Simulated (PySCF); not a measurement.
# C4H11FSi: what the fields show

The calculation's input:

```
{"job": {"kind": "uv", "xc": "wB97X-D", "basis": "def2-SVPD", "ip": true}, "charge": 0, "multiplicity": 1}
C     -0.657004    -1.804572     0.210561
Si    -0.016283    -0.051669    -0.028757
C     -1.162232     0.949332    -1.128914
C      1.722327    -0.052286    -0.737498
C      0.062169     0.829107     1.659722
F      0.555273     2.113591     1.463193
H     -0.716240    -2.323450    -0.759787
H      0.007318    -2.393436     0.862664
H     -1.665415    -1.812012     0.653708
H     -0.829104     1.998631    -1.156487
H     -1.169630     0.565372    -2.161219
H     -2.197625     0.933415    -0.753288
H      2.113161     0.976835    -0.764831
H      1.741007    -0.453457    -1.763104
H      2.407704    -0.657567    -0.123330
H     -0.932949     0.903300     2.135341
H      0.723515     0.302925     2.372215
```

Launched as:

```sh
OMP_NUM_THREADS=1 python probes_run.py task.json out
```

Geometry: PBE0-D3(BJ)/def2-SVP.

Computed with wB97X-D/def2-SVPD, SCF density, gas phase in PySCF.

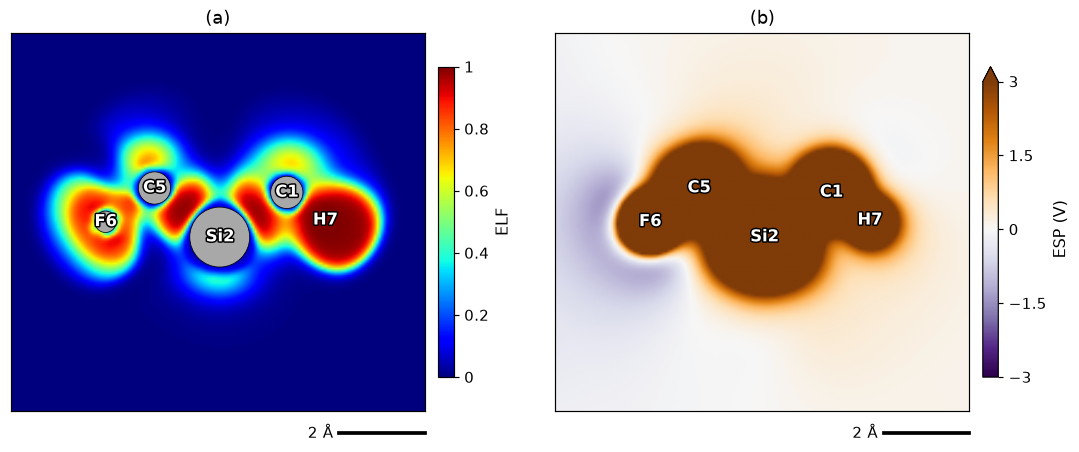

Figure 1. (a) ELF; (b) electrostatic potential on the plane of atoms Si2, C1 and H7. Grey discs cover the atomic cores in the ELF map.

Interpret the plot.

- The section cuts through C, Si, F and H sites.
- C–F (1.39 Å): the ELF peaks at about 0.85 between the atoms: a polar covalent bond.
- C–Si (1.88 Å): the ELF peaks at about 0.95 between the atoms (a covalent bond).
- C–H (1.10 Å): the ELF climbs to about 1 towards the hydrogen, as it does in any bond to H: a covalent bond by its length.
- The ELF also peaks beside F6, away from the bonds: lone-pair regions.
- Outside the dense part of the molecule the potential is most negative (−1.4 V) near F6.

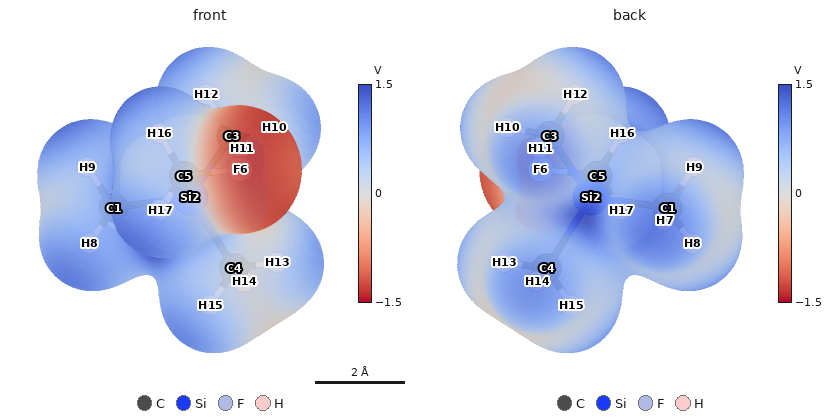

Figure 2. The molecular electrostatic potential painted on the density surface at 0.004 e/bohr³, seen from the front and from behind; the colour scale runs from red (negative) to blue (positive).

Describe the electrostatic potential map.

The most negative region (about −1.3 V) lies over F6, the most positive (about +1.4 V) over Si2.

How polar is the molecule by this calculation?

Its dipole moment is 1.92 D.
